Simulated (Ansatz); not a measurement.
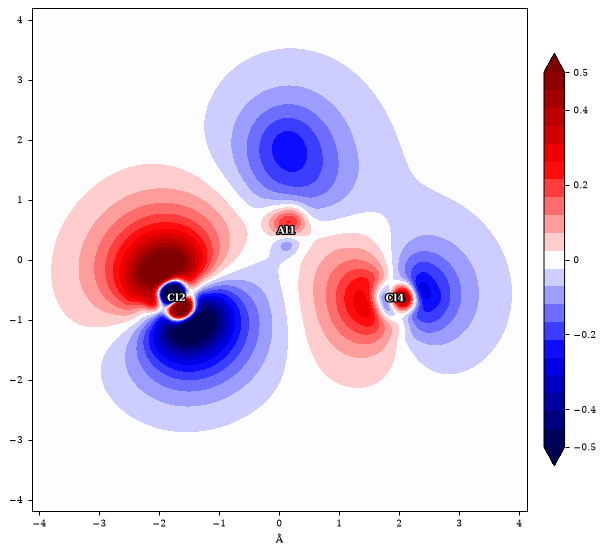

Figure 1: AlBrCl₂H₂. The HOMO−1 on the plane of atoms Cl2, Al1 and Cl4 (values in Å⁻³ᐟ²; the overall sign is arbitrary).

All numbers below come from RKS revPBE/def2-SVP (Ansatz).

Input file:

```
crystal:
  periodic: [false, false, false]
  atoms:
    - { symbol: Al, position_ang: [-0.032622, 0.224969, -0.012886] }
    - { symbol: Cl, position_ang: [-0.081626, 0.5065, 2.173414] }
    - { symbol: H, position_ang: [1.351565, 0.0728, -0.751264] }
    - { symbol: Cl, position_ang: [-1.863009, 0.437601, -1.045232] }
    - { symbol: Br, position_ang: [-0.246098, -3.179336, 1.154489] }
    - { symbol: H, position_ang: [-0.252511, -2.057435, 2.163279] }
basis:
  gaussian: { orbitals: def2-SVP }
hamiltonian:
  xc: revpbe
relax:
  f_tol: 0.03
  max_steps: 50
output:
  orbitals: {}
```

Command:

```sh
ansatz run input.yaml --threads 2 --pin off --max-ram 3072MiB --backend cpu --events-out ev --progress --plain --runs-dir out
```

The fields are those of the run's last geometry, not of the input's.

**What is the character of this orbital?**

It lies mainly on Cl2 (about 65 %), Cl4 (about 15 %) and H3 (about 10 %). Its energy is −7.38 eV.
